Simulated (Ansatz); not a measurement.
# AlH6Si2 (charge +1): what the fields show

The calculation's input:

```
crystal:
  periodic: [false, false, false]
  atoms:
    - {symbol: Si, position_ang: [-0.885160, 0.487676, -0.985020]}
    - {symbol: Al, position_ang: [0.235771, 1.464861, 0.950097]}
    - {symbol: Si, position_ang: [0.820123, -0.893592, 0.721379]}
    - {symbol: H, position_ang: [-2.259702, -0.062728, -0.924758]}
    - {symbol: H, position_ang: [-0.320828, 0.555313, -2.353628]}
    - {symbol: H, position_ang: [0.443230, 2.759859, 1.791011]}
    - {symbol: H, position_ang: [2.030685, -1.354638, 0.001611]}
    - {symbol: H, position_ang: [-0.160426, -0.986524, -0.638285]}
    - {symbol: H, position_ang: [0.096307, -1.970215, 1.437591]}
basis:
  gaussian: {orbitals: def2-TZVPP}
total_charge: 1
hamiltonian: {xc: pbe0, dispersion: d4}
output: {orbitals: {seedname: orbitals}}
```

Launched as:

```sh
ansatz run in.yaml --threads 2 --pin off --events-out ev --progress --plain --max-ram 4352MiB
```

Geometry: PBE0-D4/def2-TZVP.

Computed with RKS PBE0-D4/def2-TZVPP (Ansatz 0.2.0).

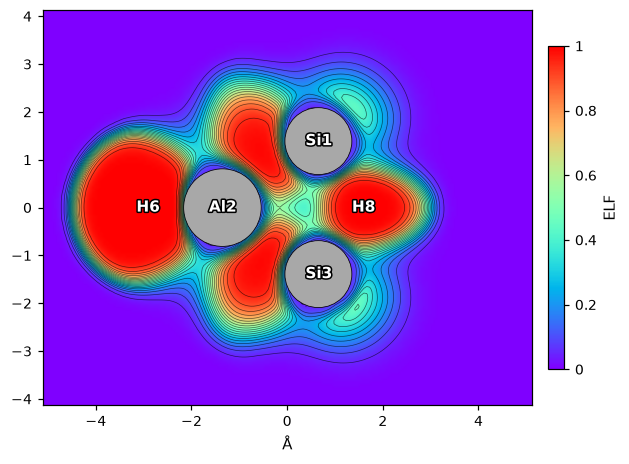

Figure 1. ELF on the plane of atoms Al2, Si1 and H8. Grey discs cover the atomic cores.

Question: What does the map show?

Answer:
- Atoms in the plane: Si, Al and H.
- Al–Si (2.44 Å): the ELF peaks at about 0.95 between the atoms, as expected for a covalent bond.
- Al–H (1.56 Å): the ELF climbs to about 1 towards the hydrogen.

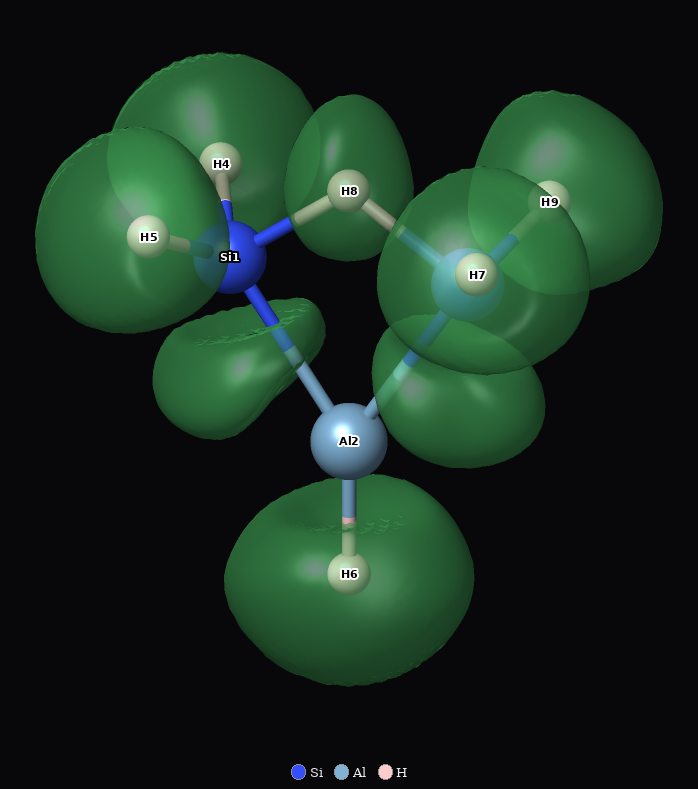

Figure 2. Isosurface of the ELF at 0.8 (green), seen at a tilt. Only the valence region is drawn (cores and ρ < 0.01 e/Å³ removed).

Question: Identify the bonds, lone pairs and shells in this picture.

Answer: The surface consists of six regions around hydrogen nuclei and two regions on Si in which the atom's valence shell and bonds are merged. Along the contacts the grid gives the following. Si–H (1.48 Å): the ELF climbs to about 1 towards the hydrogen.

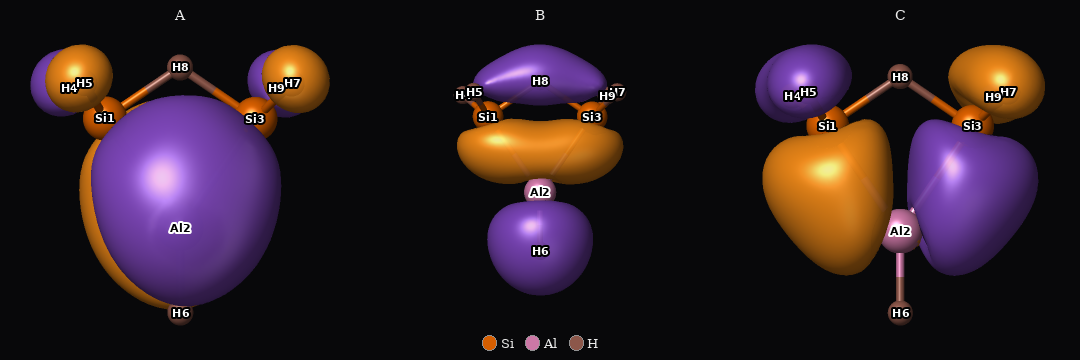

Figure 3. Three frontier orbitals at ±0.08 Å⁻³ᐟ² (orange and purple are the two phases), in no order.

Question: Order the three orbitals by energy and name them.

Answer: B is the HOMO−1 (−13.97 eV). By Hirshfeld shares it lies mainly on H6 (about 35 %), Al2 (about 30 %), Si1 (about 15 %), Si3 (about 15 %) and H8 (about 5 %). C is the HOMO (−12.09 eV). By Hirshfeld shares it lies mainly on Si1 (about 30 %), Si3 (about 30 %) and Al2 (about 30 %). A is the LUMO (−7.52 eV). Its weight (Hirshfeld) is mainly on Al2 (about 55 %), Si1 (about 15 %) and Si3 (about 15 %).

Question: What is the HOMO–LUMO gap?

Answer: 4.57 eV between the orbital energies.

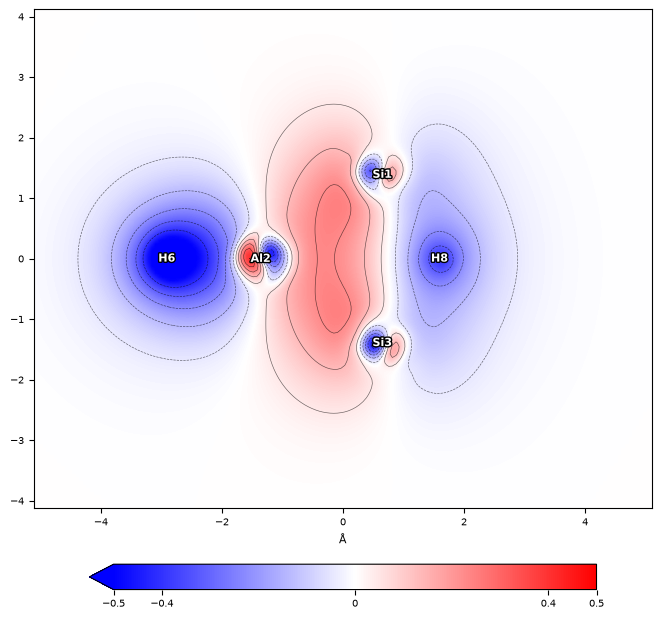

Figure 4. The HOMO−1 on the plane of atoms Si1, Al2 and H6 (values in Å⁻³ᐟ²; the overall sign is arbitrary).

Question: Where does this orbital lie, and at what energy?

Answer: By Hirshfeld shares it lies mainly on H6 (about 35 %), Al2 (about 30 %), Si1 (about 15 %), Si3 (about 15 %) and H8 (about 5 %). Its energy is −13.97 eV.
